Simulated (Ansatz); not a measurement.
# AlAsH₈N₂ (built from SMILES [AsH3].[NH2][AlH][NH2]): search for a transition state, part 2 of 3

Ansatz 0.2.0, Gaussian basis; PBE0-D4.

## Step 5: Saddle search in triple zeta

A small driver takes partitioned rational-function steps: uphill along one mode, downhill along the rest. It calls the program once a step for energy and forces and updates the Hessian by Bofill's formula. It stops when the largest force is under 0.018 eV/Å and the followed curvature is negative. The first step's input:

Input file saddle/in.yaml:

```yaml
crystal:
  periodic: [false, false, false]
  atoms:
    - {symbol: Al, position_ang: [-0.416239, 0.352426, 0.163102]}
    - {symbol: H, position_ang: [-0.722170, 0.386792, -1.514973]}
    - {symbol: N, position_ang: [0.514094, 1.690968, 0.868991]}
    - {symbol: N, position_ang: [-1.792861, -0.511829, 0.875700]}
    - {symbol: H, position_ang: [0.190483, -0.293551, -1.334246]}
    - {symbol: As, position_ang: [1.627963, -1.190666, -0.518318]}
    - {symbol: H, position_ang: [0.128684, 2.593250, 1.117959]}
    - {symbol: H, position_ang: [1.492173, 1.643340, 1.126359]}
    - {symbol: H, position_ang: [-2.530530, -0.966631, 0.351682]}
    - {symbol: H, position_ang: [-1.877891, -0.723109, 1.862096]}
    - {symbol: H, position_ang: [2.315706, -0.591398, -1.733978]}
    - {symbol: H, position_ang: [1.070589, -2.389591, -1.264274]}
basis:
  gaussian: {orbitals: def2-TZVP}
hamiltonian: {xc: pbe0, dispersion: d4}
output: {forces: true}
scf: {lower_state_search: off}
```

The run is started by

```bash
ansatz run in.yaml --threads 8 --pin off --events-out ev --progress --plain --max-ram 19148MiB
```

The driver's record:

| step | energy (eV) | largest force (eV/Å) | followed curvature (eV/Å²) |
| --- | --- | --- | --- |
| 1 | -70536.76061 | 0.3019 | -7.40 |
| 2 | -70536.76598 | 0.1885 | -7.36 |
| 3 | -70536.76696 | 0.0625 | -7.57 |
| 4 | -70536.76603 | 0.2308 | -7.57 |
| 5 | -70536.76825 | 0.0599 | -7.53 |
| 6 | -70536.76863 | 0.0466 | -7.49 |
| 7 | -70536.76932 | 0.0398 | -7.49 |
| 8 | -70536.76971 | 0.0495 | -7.49 |
| 9 | -70536.76864 | 0.2160 | -7.57 |
| 10 | -70536.76861 | 0.1275 | -7.77 |
| 11 | -70536.77002 | 0.0215 | -7.77 |
| 12 | -70536.77012 | 0.0275 | -7.81 |
| 13 | -70536.77027 | 0.0272 | -7.80 |
| 14 | -70536.77037 | 0.0294 | -7.77 |
| 15 | -70536.77050 | 0.0339 | -7.77 |
| 16 | -70536.77060 | 0.0309 | -7.82 |
| 17 | -70536.77064 | 0.0440 | -7.82 |
| 18 | -70536.77077 | 0.0304 | -7.81 |
| 19 | -70536.77084 | 0.0387 | -7.84 |
| 20 | -70536.77094 | 0.0228 | -7.85 |
| 21 | -70536.77099 | 0.0390 | -7.84 |
| 22 | -70536.77102 | 0.0479 | -7.84 |
| 23 | -70536.77104 | 0.0404 | -7.85 |
| 24 | -70536.77106 | 0.0408 | -7.85 |
| 25 | -70536.77111 | 0.0229 | -7.93 |
| 26 | -70536.77116 | 0.0250 | -7.92 |
| 27 | -70536.77122 | 0.0238 | -7.91 |
| 28 | -70536.77126 | 0.0083 | -7.93 |

The 28 steps took 2.5 min in all (8 threads of Intel Xeon at 2.50GHz, shared host).

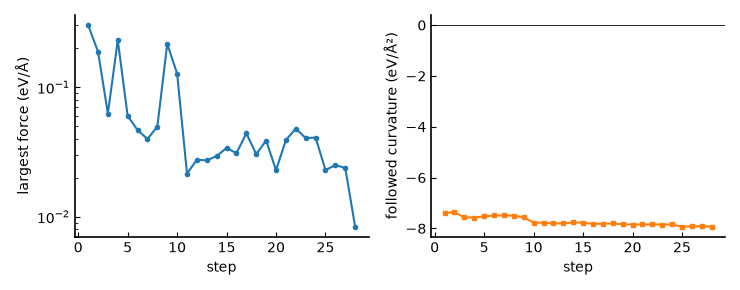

Largest force and followed curvature during the search.

Geometry at the end of the search:

```mol
AlAsH8N2
  3D, bonds by distance, orders not assigned

 12 11  0  0  0  0  0  0  0  0999 V2000
   -0.4084    0.3587    0.1571 Al  0  0
   -0.6877    0.3848   -1.5226 H   0  0
    0.4880    1.6880    0.9046 N   0  0
   -1.7739   -0.4992    0.8807 N   0  0
    0.2203   -0.2924   -1.3286 H   0  0
    1.5879   -1.2694   -0.4922 As  0  0
    0.0533    2.5228    1.2608 H   0  0
    1.4883    1.7902    0.9016 H   0  0
   -2.5233   -0.9263    0.3637 H   0  0
   -1.8298   -0.7457    1.8549 H   0  0
    2.3905   -0.6485   -1.6212 H   0  0
    0.9949   -2.3631   -1.3588 H   0  0
  1  2  8  0
  1  3  8  0
  1  4  8  0
  1  5  8  0
  1  6  8  0
  3  7  8  0
  3  8  8  0
  4  9  8  0
  4 10  8  0
  6 11  8  0
  6 12  8  0
M  END
```

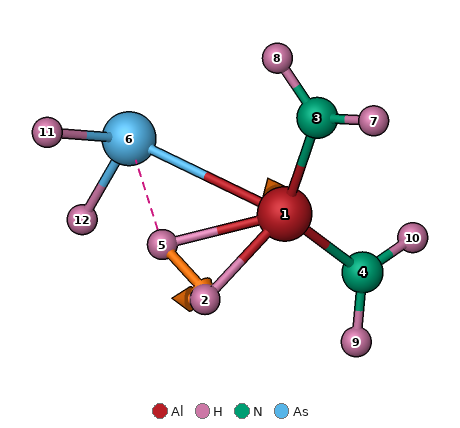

The point found; arrows show the followed mode. Pairs that react are joined by broken lines, hidden where the pair is close enough to be drawn as a bond.

## Step 6: Vibrations at the point found

Input file vib/in.yaml:

```yaml
crystal:
  periodic: [false, false, false]
  atoms:
    - {symbol: Al, position_ang: [-0.408382, 0.358695, 0.157126]}
    - {symbol: H, position_ang: [-0.687730, 0.384846, -1.522613]}
    - {symbol: N, position_ang: [0.488034, 1.687960, 0.904613]}
    - {symbol: N, position_ang: [-1.773865, -0.499197, 0.880682]}
    - {symbol: H, position_ang: [0.220250, -0.292368, -1.328565]}
    - {symbol: As, position_ang: [1.587865, -1.269375, -0.492235]}
    - {symbol: H, position_ang: [0.053304, 2.522821, 1.260819]}
    - {symbol: H, position_ang: [1.488281, 1.790197, 0.901644]}
    - {symbol: H, position_ang: [-2.523318, -0.926279, 0.363743]}
    - {symbol: H, position_ang: [-1.829822, -0.745673, 1.854864]}
    - {symbol: H, position_ang: [2.390530, -0.648497, -1.621209]}
    - {symbol: H, position_ang: [0.994853, -2.363130, -1.358769]}
basis:
  gaussian: {orbitals: def2-TZVP}
hamiltonian: {xc: pbe0, dispersion: d4}
phonons: {temperatures: {t_min: 298.15, t_max: 900, t_step: 200}}
```

The run is started by

```bash
ansatz run in.yaml --threads 8 --pin off --events-out ev --progress --plain --max-ram 19148MiB
```

The log of the run (excerpt; [...] marks lines left out):

```text
Functional definition: PBE0
  name "PBE0"
  cite "Adamo & Barone, J. Chem. Phys. 110, 6158 (1999) doi:10.1063/1.478522"
  cite "Perdew, Burke & Ernzerhof, Phys. Rev. Lett. 77, 3865 (1996) doi:10.1103/PhysRevLett.77.3865"
  parent pbe
[...]
1364 factors; their error is unknown
[...]
mean field -70536.55146038 eV, -2592.1704547772 hartree, gradient 4.7e-5 eV, S^2 0.000000; 0 other end points of the search recorded, 0 dependent functions left out
[...]
WARN: phonons: modes at or below zero, which the zero-point energy, F, S and C_V leave out: 1, the lowest at -980.47 cm⁻¹. A minimum has none, and a first-order saddle one
[...]
Atom 9 at    -1.829822    -0.745673     1.854864 Å, force    -0.000523    -0.002471    -0.001679 eV/Å
Atom 10 at     2.390530    -0.648497    -1.621209 Å, force    -0.001677     0.001332    -0.002982 eV/Å
Atom 11 at     0.994853    -2.363130    -1.358769 Å, force    -0.001406     0.008344     0.000247 eV/Å
Dipole moment:    -0.081320     0.053594    -0.008758 e Å
Vibrations: -980.47 91.51 105.39 131.14 179.80 213.04 266.33 301.19 312.61 328.22 444.92 517.70 560.40 682.66 691.60 738.89 893.06 939.25 984.65 1092.16 1506.96 1562.33 1566.41 1687.26 2228.31 2246.95 3618.63 3619.81 3710.43 3711.59 cm⁻¹, zero-point energy 2.165580 eV
```

It took 4.9 min on 8 threads of Intel Xeon at 2.50GHz, shared host.

The modes, with what each moves most:

| mode | wavenumber (cm⁻¹) | character |
| --- | --- | --- |
| 1 | 980i | changes H2–H5, H5–As6 |
| 2 | 92 | bend |
| 3 | 105 | torsion |
| 4 | 131 | torsion with Al–As stretch |
| 5 | 180 | torsion |
| 6 | 213 | torsion with bend |
| 7 | 266 | torsion |
| 8 | 301 | torsion |
| 9 | 313 | torsion |
| 10 | 328 | torsion with Al–As stretch |
| 11 | 445 | bend |
| 12 | 518 | bend with torsion |
| 13 | 560 | bend |
| 14 | 683 | bend |
| 15 | 692 | bend |
| 16 | 739 | Al–N stretch |
| 17 | 893 | Al–N stretch |
| 18 | 939 | wag or twist with bend |
| 19 | 985 | bend with wag or twist |
| 20 | 1092 | wag or twist with bend |
| 21 | 1507 | Al–H stretch |
| 22 | 1562 | bend |
| 23 | 1566 | bend |
| 24 | 1687 | Al–H stretch |
| 25 | 2228 | As–H stretch |
| 26 | 2247 | As–H stretch |
| 27 | 3619 | N–H stretch |
| 28 | 3620 | N–H stretch |
| 29 | 3710 | N–H stretch |
| 30 | 3712 | N–H stretch |

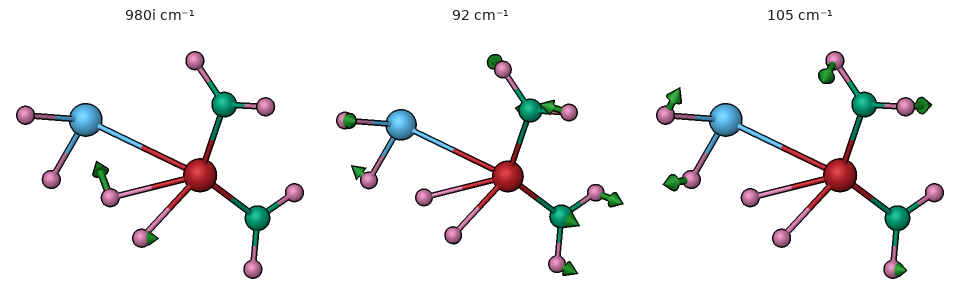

Displacements of 3 modes, as arrows.

Vibrational sums (real modes only):

| T (K) | entropy (J/mol/K) | heat capacity (J/mol/K) |
| --- | --- | --- |
| 298 | 97.2 | 101.4 |
| 498 | 158.4 | 137.3 |
| 698 | 208.7 | 160.4 |
| 898 | 251.2 | 176.8 |

## Step 7: Relaxing after a step of 0.30 Å one way along the mode

Input file downa/in.yaml:

```yaml
crystal:
  periodic: [false, false, false]
  atoms:
    - {symbol: Al, position_ang: [-0.284523, 0.259751, 0.216741]}
    - {symbol: H, position_ang: [-0.622952, 0.294289, -1.586113]}
    - {symbol: N, position_ang: [0.490064, 1.705658, 0.886218]}
    - {symbol: N, position_ang: [-1.768154, -0.484418, 0.872831]}
    - {symbol: H, position_ang: [-0.019349, -0.114159, -1.357441]}
    - {symbol: As, position_ang: [1.617816, -1.328460, -0.461317]}
    - {symbol: H, position_ang: [0.041805, 2.519525, 1.274360]}
    - {symbol: H, position_ang: [1.478889, 1.826574, 0.920077]}
    - {symbol: H, position_ang: [-2.532530, -0.905292, 0.359374]}
    - {symbol: H, position_ang: [-1.816275, -0.741128, 1.836998]}
    - {symbol: H, position_ang: [2.405685, -0.643160, -1.600825]}
    - {symbol: H, position_ang: [1.009525, -2.389180, -1.360805]}
basis:
  gaussian: {orbitals: def2-TZVP}
hamiltonian: {xc: pbe0, dispersion: d4}
relax: {f_tol: 0.005, max_steps: 200}
```

The run is started by

```bash
ansatz run in.yaml --threads 8 --pin off --events-out ev --progress --plain --max-ram 19148MiB
```

The log of the run (excerpt; [...] marks lines left out):

```text
[... 5 set-up lines as earlier in the session ...]
[...]
1364 factors; their error is unknown
[...]
mean field -70536.70557170 eV, -2592.1761182637 hartree, gradient 4.0e-5 eV, S^2 0.000000; 0 other end points of the search recorded, 0 dependent functions left out
[...]
Atom 8 at    -1.825597    -1.254171     0.373300 Å, force    -0.000508     0.000398     0.000304 eV/Å
Atom 9 at    -2.166941     0.224526     1.020863 Å, force    -0.000165     0.000258    -0.000001 eV/Å
Atom 10 at     2.734691    -0.607333    -0.726479 Å, force    -0.000046    -0.000829     0.000563 eV/Å
Atom 11 at     1.064026    -1.877336    -1.362920 Å, force     0.000119     0.000102     0.000723 eV/Å
Dipole moment:    -0.221371     0.271287     0.112675 e Å
```

Run time: 5.2 min. Hardware: 8 threads of Intel Xeon at 2.50GHz, shared host.

Along the way: (not every step is listed)

| step | energy from step 1 (eV) | largest force component (eV/Å) |
| --- | --- | --- |
| 1 | 0.0000 | 1.6603 |
| 2 | -0.5425 | 1.2168 |
| 3 | -0.8019 | 1.3865 |
| 4 | -0.9678 | 0.7639 |
| 5 | -1.0438 | 0.8285 |
| 6 | -1.1079 | 0.3678 |
| 7 | -1.1415 | 0.3014 |
| 8 | -1.1654 | 0.2377 |
| 9 | -1.1784 | 0.5394 |
| 14 | -1.1999 | 0.0198 |
| 19 | -1.2017 | 0.0297 |
| 24 | -1.2034 | 0.0111 |
| 29 | -1.2039 | 0.0019 |
| 34 | -1.2040 | 0.0558 |
| 39 | -1.2042 | 0.0135 |
| 44 | -1.2045 | 0.0290 |
| 49 | -1.2049 | 0.0111 |
| 54 | -1.2052 | 0.1125 |
| 59 | -1.2058 | 0.0622 |
| 64 | -1.2062 | 0.0342 |
| 67 | -1.2063 | 0.0063 |
| 68 | -1.2063 | 0.0085 |
| 69 | -1.2064 | 0.0127 |
| 70 | -1.2064 | 0.0135 |
| 71 | -1.2064 | 0.0111 |
| 72 | -1.2064 | 0.0032 |

Distances of close pairs at the start and the end, largest changes first:

| bond | before (Å) | after (Å) | change (Å) |
| --- | --- | --- | --- |
| Al1–H5 | 1.640 | 4.128 | +2.489 |
| Al1–H2 | 1.835 | 3.478 | +1.644 |
| Al1–As6 | 2.569 | 2.431 | -0.139 |
| As6–H11 | 1.546 | 1.524 | -0.021 |
| H2–H5 | 0.764 | 0.748 | -0.016 |
| Al1–N4 | 1.785 | 1.771 | -0.014 |
| N3–H8 | 0.997 | 1.006 | +0.010 |
| N4–H10 | 0.999 | 1.007 | +0.008 |

(Part 2 of 3 ends here.)
